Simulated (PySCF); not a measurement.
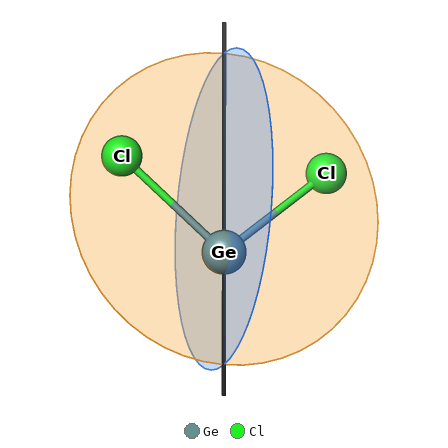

All proper rotation axes (lines) and mirror planes (discs) of the structure are drawn in. Atoms fade into the background with distance from the viewer. The computed structure is the end point of a PBE0-D3(BJ)/def2-SVP optimisation. No frequency run is at hand to confirm it as a minimum.

**Name the symmetry elements and the point group.**

It has 1 C2 axis and 2 mirror planes. Point group C2v. The group has 4 operations. The geometry is achiral, and symmetry allows a dipole moment.
